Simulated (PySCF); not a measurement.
C4H9AlS

```xyz
15

C     3.1494   -0.5934   -0.1873
C     1.9502   -1.1739   -0.1624
Al    0.2286   -0.2030   -0.2145
C    -0.1170    1.7565   -0.2904
S    -1.4450   -1.6604   -0.1796
C    -2.9193   -0.5701   -0.2558
H     3.2581    0.4812   -0.2363
H     4.0800   -1.1471   -0.1601
H     1.9297   -2.2678   -0.1125
H    -0.6917    2.0729   -1.1684
H     0.8427    2.2792   -0.3382
H    -0.6440    2.1483    0.5874
H    -2.6257    0.4774   -0.2347
H    -3.4537   -0.7914   -1.1745
H    -3.5467   -0.8003    0.5996
```

Geometry: GFN2-xTB.

The calculation used PySCF 2.14.0, PBE0/pcSseg-1, SCF density, gas phase, non-relativistic.

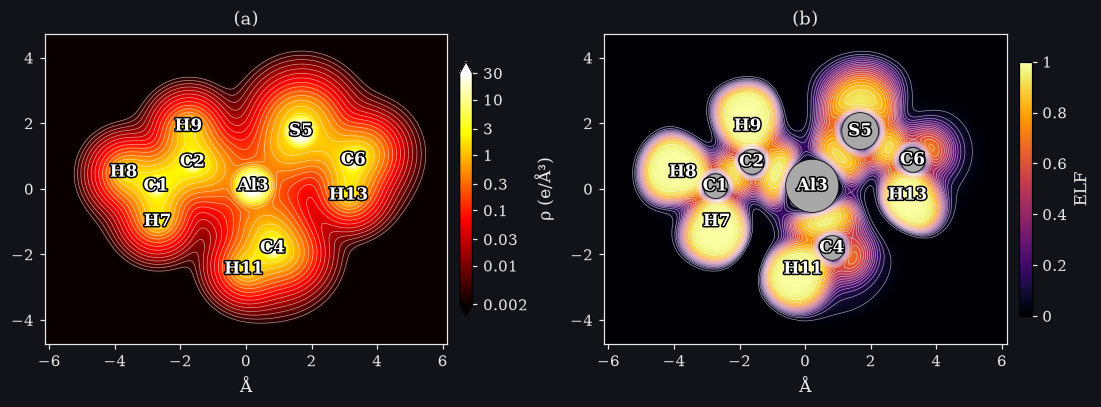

Figure 1. (a) total electron density; (b) electron localisation function on the plane of atoms Al3, C2 and H9. Grey discs cover the atomic cores in the ELF map.

Q: What do the fields say about this system?

A: Atoms in the plane: C, Al, S and H. C–C (1.33 Å): the density is about 2.3 e/Å³ at the midpoint; the ELF peaks at about 0.95 between the atoms: a multiple bond. C–S (1.84 Å): ρ is about 1.2 e/Å³ halfway; the ELF peaks at about 0.90 between the atoms; a covalent bond. C–Al (1.98 Å): ρ at the midpoint is about 0.69 e/Å³; the ELF peaks at about 0.95 between the atoms; a polar covalent bond. Al–S (2.22 Å): ρ at the midpoint is about 0.66 e/Å³; the ELF peaks at about 0.90 between the atoms, as expected for a polar covalent bond. C–H (1.08 Å): the density is about 2 e/Å³ at the midpoint; the ELF climbs to about 1 towards the hydrogen, as it does in any bond to H: a covalent bond by its length. The ELF also peaks beside S5, away from the bonds: lone-pair regions.

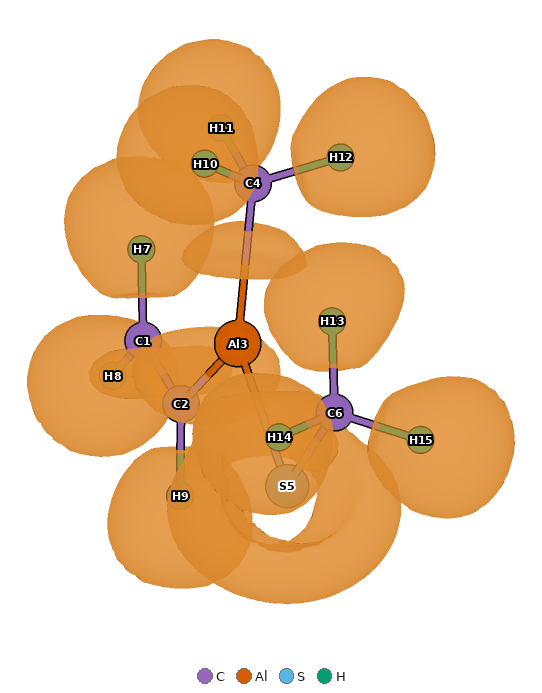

Figure 2. Isosurface of the ELF at 0.85 (orange), seen at an oblique angle. Only the valence region is drawn (cores and ρ < 0.01 e/Å³ removed).

Q: Describe the localisation domains.

A: The ELF exceeds this value in two regions between bonded Al–C atoms (shared pairs), one region between bonded C–C atoms (shared pairs), one region between bonded C–S atoms (shared pairs), nine regions around hydrogen nuclei and one region on S in which the atom's valence shell and bonds are merged.

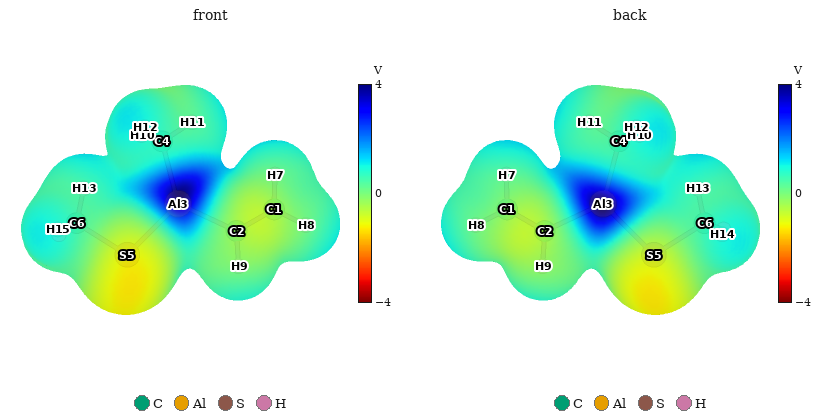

Figure 3. The molecular electrostatic potential painted on the density surface at 0.004 e/bohr³, seen from the front and from behind; red is negative and blue positive.

Q: Which sites attract a positive test charge, and which a negative one?

A: A positive charge is drawn to the negative regions and a negative charge to the positive ones. The most negative region (about −1.3 V, or −30 kcal/mol for a unit charge) lies over S5, the most positive (about +3.8 V, or +88 kcal/mol for a unit charge) over Al3.
